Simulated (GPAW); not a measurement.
# CH2BN (SMILES BC#N): OLYP-D3(0)/real-space grid (scalar-relativistic datasets)

We compute ionisation energies of CH2BN. The job is set up through an ASE script.

Program for the calculation: GPAW 26.7.0.

3 further runs of the same task are left out: 3 that didn't finish.

## 1. The molecule

CH2BN: 5 atoms, total charge 0, spin state singlet. SMILES: `BC#N`. The shape is that of a PBE0-D4/def2-TZVP optimisation.

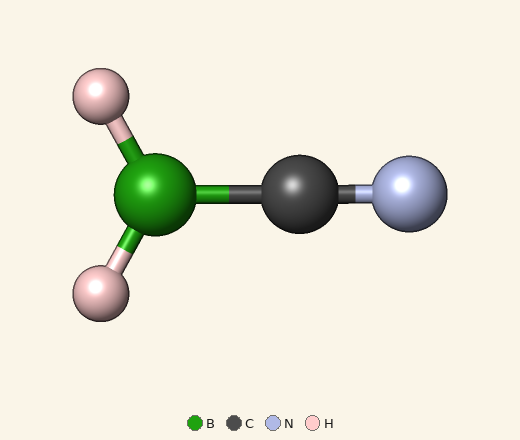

Viewed from a chosen angle; boron green, carbon dark grey, nitrogen light blue, hydrogen pink.

## 2. Ionisation energies at OLYP-D3(0)/real-space grid (scalar-relativistic datasets)

The input, run.py:

```python
from ase import Atoms
from ase.calculators.mixing import SumCalculator
from dftd3.ase import DFTD3
from gpaw import GPAW, setup_paths
from gpaw.atom.configurations import parameters
from gpaw.atom.generator import Generator

molecule = Atoms(['B', 'C', 'N', 'H', 'H'],
    positions=[[ -0.219200,   0.441300,  -0.341900],
               [  0.352700,  -0.696700,   0.490700],
               [  0.786500,  -1.559600,   1.122200],
               [ -0.744300,   0.187400,  -1.377600],
               [ -0.125900,   1.554000,   0.065300]])
molecule.center(vacuum=3.5)

for symbol in ['B', 'C', 'H', 'N']:
    Generator(symbol, xcname='GGA_X_OPTX+GGA_C_LYP', scalarrel=True, nofiles=True, txt=None).run(**parameters[symbol])
setup_paths.insert(0, '.')

energies = {}
for name, charge, unpaired in [('neutral', 0, 0), ('oxidised', 1, 1)]:
    molecule.set_initial_magnetic_moments([unpaired / len(molecule)] * len(molecule))
    calc = GPAW(mode='fd',
                h=0.2,
                xc='GGA_X_OPTX+GGA_C_LYP',
                charge=charge,
                occupations={'name': 'fermi-dirac', 'width': 0.0, 'fixmagmom': unpaired > 0},
                maxiter=150,
                symmetry='off',
                txt='-')
    molecule.calc = SumCalculator([DFTD3(method='OLYP', damping='d3zero'), calc])
    energies[name] = molecule.get_potential_energy()
    print(f'{name:10} {energies[name]:12.5f} eV')

ip = energies['oxidised'] - energies['neutral']
print(f'Vertical IP = {ip:.3f} eV')
```

Launch:

```sh
$ python3 -u run.py | tee run.out
```

Q: Predict the results. Wanted: first ionisation energy.

Computed results:

Level: OLYP-D3(0)/real-space grid (scalar-relativistic datasets).

| quantity | value |
| --- | --- |
| first ionisation energy | 11.98 eV |
